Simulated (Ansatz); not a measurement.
```
atom    x (Å)    y (Å)    z (Å)
   C  -1.0537   1.5939   0.5775
  Ga   0.2453   0.1288   0.6294
   C   1.5115  -0.4908   1.9823
   O   0.3032  -0.8833  -0.8624
  Si  -0.4111  -0.9921  -2.3149
   H  -1.0446   2.1860   1.4932
   H  -0.8392   2.2509  -0.2689
   H  -2.0593   1.1931   0.4283
   H   2.4884  -0.6554   1.5234
   H   1.1740  -1.4501   2.3832
   H   1.6172   0.2119   2.8093
   H  -1.1134  -2.2982  -2.4557
   H  -1.4192   0.0917  -2.5221
   H   0.6010  -0.8863  -3.4025
```

Geometry: PBE0-D4/def2-TZVP.

Theory: RKS PBE0-D4/def2-TZVPP in Ansatz.

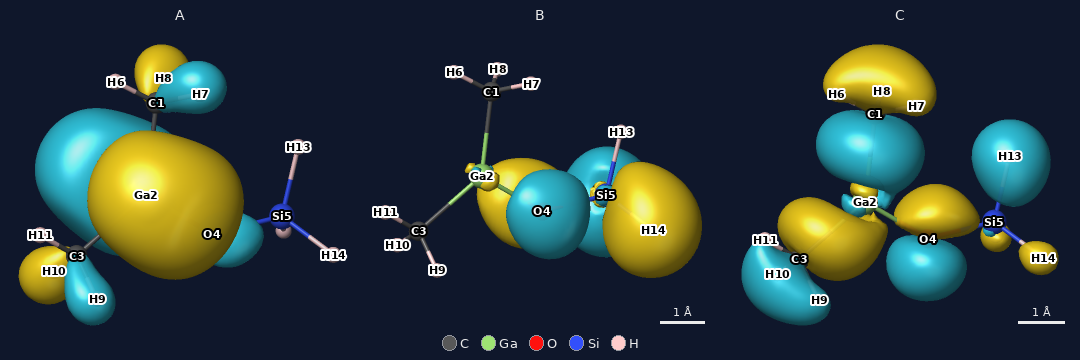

C2H9GaOSi (SMILES [CH3][Ga]([CH3])[O][SiH3]). Three frontier orbitals at ±0.08 Å⁻³ᐟ² (yellow and cyan are the two phases), in no order.

Which picture is the HOMO−1, the HOMO and the LUMO?

Answer. B is the HOMO−1 (−8.23 eV). By Hirshfeld shares it lies mainly on O4 (about 35 %), Si5 (about 25 %), H12 (about 15 %) and H14 (about 15 %). C is the HOMO (−7.75 eV). It lies mainly on C1 (about 25 %), O4 (about 20 %), C3 (about 15 %) and Ga2 (about 15 %). A is the LUMO (−0.55 eV). It lies mainly on Ga2 (about 70 %), C1 (about 5 %) and C3 (about 5 %).

What is the HOMO–LUMO gap?

Answer. 7.20 eV between the orbital energies.
